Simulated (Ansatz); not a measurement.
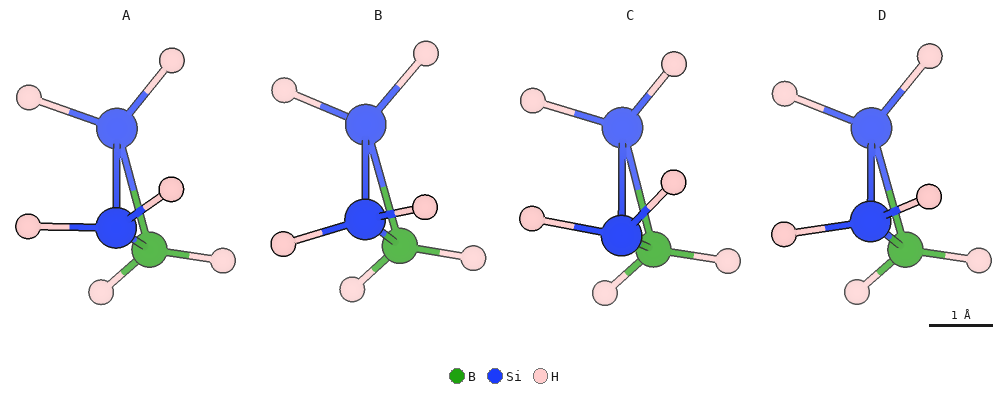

4 geometries from one relaxation of BSi2H6 (charge −1), in shuffled order. The picture is a ball-and-stick view, seen from a free direction.

It is one of the separated reactants of a reaction.

Method: Ansatz, RKS PBE0-D4/def2-TZVPD. Set-up: force threshold 0.005 eV/Å; at most 200 steps.

Order the frames from highest to lowest energy.

Answer. C, A, D, B. They are steps 0, 5, 6, 11, at +26.0 kJ/mol, +18.7 kJ/mol, +10.1 kJ/mol relative to the last. The largest moves after the best rigid fit, 0.47 Å, are those of H atoms. Largest moves by element: H 0.47 Å, Si 0.29 Å, B 0.08 Å. Some distances before and after: Si–Si 2.630 → 2.302 Å, H–Si 1.522 → 1.501 Å, B–H 1.224 → 1.211 Å, B–Si 2.023 → 2.035 Å. Among the angles between lasting bonds that change: Si–Si–H 93.9° → 118.5°, Si–Si–H 93.9° → 118.5°, Si–Si–H 95.1° → 118.5°. After 10 accepted moves (11 points after the start) the energy has fallen by 26.0 kJ/mol. Largest force component: 0.36 eV/Å at the start, 0.0049 eV/Å at the end. The line search rejected the trial step at point 3 of the run. Cost: 20 s on 2 threads of AMD EPYC 9R45 96-Core (shared host).
